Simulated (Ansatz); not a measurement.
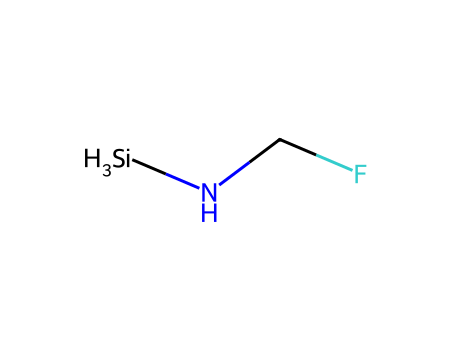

Skeletal drawing of a molecule.

Question: Transcribe the drawing into SMILES.

Answer: FCN[SiH3]

Question: What is the molecular formula?

Answer: CH6FNSi.

Question: An optimisation with PBE0-D4/def2-TZVP gave a structure of which point group?

Answer: C1. Other conformers may differ.

The parts below concern this one geometry. Atoms keep their numbers from picture to picture. Computed geometry: PBE0-D4/def2-TZVP optimisation.

## Shape

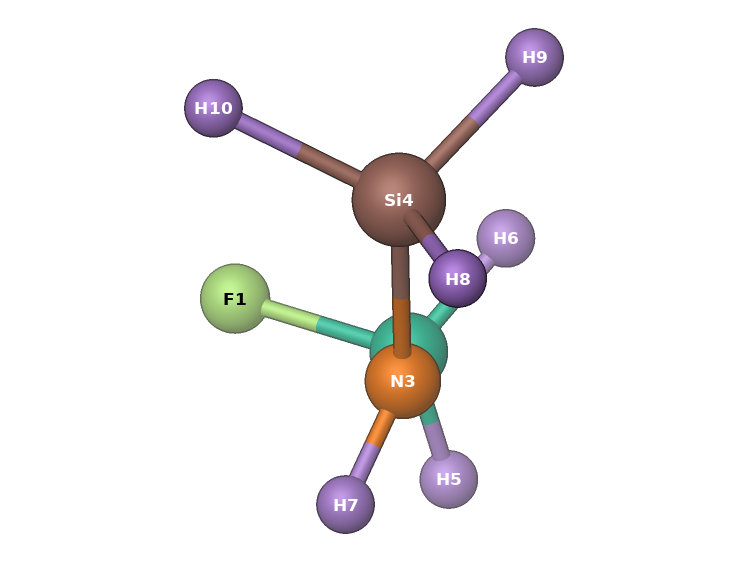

C2 lies behind N3. The molecule seen nearly along the N3–C2 bond, N3 in front. Distant atoms are faded towards the background colour.

Question: What is the torsion angle Si4–N3–C2–F1? The sign is positive where the front bond must turn clockwise to cover the back bond.

Answer: −77°, synclinal (gauche).

## Charges

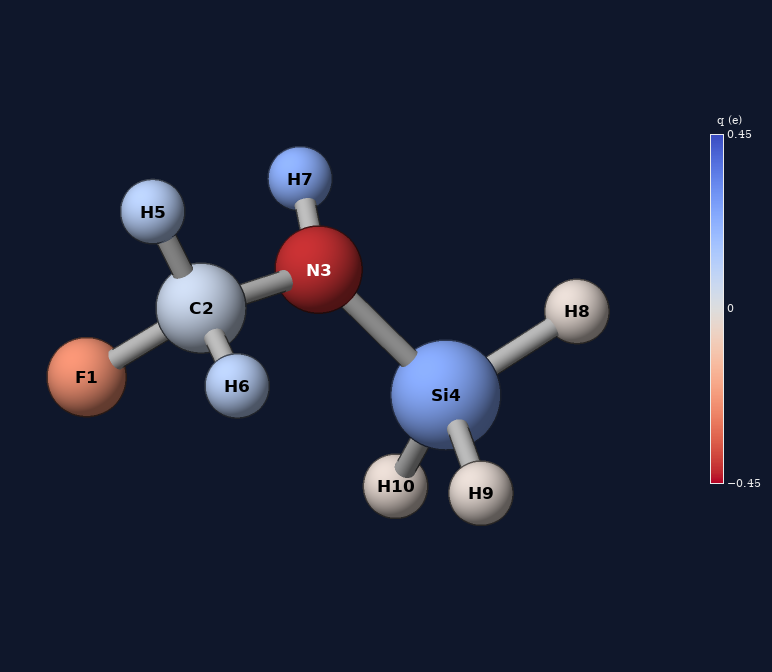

Atoms are coloured by their Mulliken charges. Properties computed with RKS PBE0-D4/def2-TZVP (Ansatz 0.2.0).

Question: Which atom carries the highest charge (most positive or least negative)?

Answer: Si4 (0.24 e).

Question: And the lowest?

Answer: N3 (−0.41 e).

Give the Mulliken charges atom by atom.

```
atom  value (e)
  F1      −0.24
  C2       0.06
  N3      −0.41
 Si4       0.24
  H5       0.11
  H6       0.11
  H7       0.22
  H8      −0.03
  H9      −0.03
 H10      −0.03
```

## Thermal motion

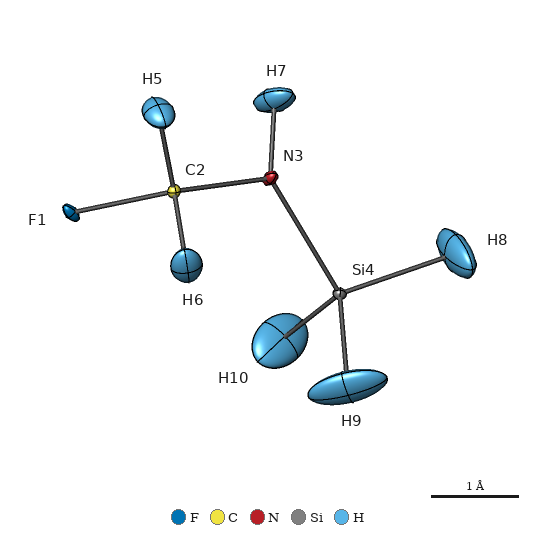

Displacement ellipsoids at the 50 % level, from the internal vibrations of the free molecule (harmonic, no overall translation or rotation; no half-axis is drawn under 0.075 Å). Vibrations computed with RKS PBE0-D4/def2-TZVP (Ansatz 0.2.0). Temperature: 100 K.

Give the displacement parameters, one line for each set of equivalent atoms.

```
atom  U_eq (Å²)   rms amplitudes (Å)
  F1     0.0028  0.025, 0.032, 0.082
  C2     0.0017  0.034, 0.037, 0.052
  N3     0.0027  0.030, 0.042, 0.073
 Si4    0.00100  0.013, 0.019, 0.050
  H5     0.0152  0.082, 0.115, 0.160
  H6     0.0160  0.079, 0.118, 0.167
  H7     0.0178  0.078, 0.116, 0.184
  H8     0.0412  0.095, 0.156, 0.300
  H9     0.0410  0.086, 0.150, 0.305
 H10     0.0393  0.088, 0.181, 0.278
```

## Vibrations

Harmonic vibrations computed with RKS PBE0-D4/def2-TZVP (Ansatz 0.2.0) at a stationary point of the same level.

Question: List the wavenumbers.

Answer: 24 modes: 94, 107, 273, 471, 536, 692, 712, 789, 918, 951, 975, 990, 1090, 1214, 1283, 1413, 1446, 1511, 2213, 2233, 2240, 3063, 3119, 3613 cm⁻¹.

## Levels of theory compared

Program: Ansatz 0.2.0.

Compare HOMO–LUMO gap (eV) at these levels: B97M-V/def2-TZVPP; CAM-B3LYP-D4/def2-TZVPP; PBE-D4/def2-TZVPP; PBE0-D4/def2-QZVPP; PBE0-D4/def2-TZVPP; r2SCAN0-D4/def2-TZVPP.

```csv
level,HOMO–LUMO gap (eV)
B97M-V/def2-TZVPP,6.48
CAM-B3LYP-D4/def2-TZVPP,10.45
PBE-D4/def2-TZVPP,5.88
PBE0-D4/def2-QZVPP,7.94
PBE0-D4/def2-TZVPP,8.13
r2SCAN0-D4/def2-TZVPP,8.65
```

Mulliken values depend strongly on the basis set and can even reverse the polarity of a bond.
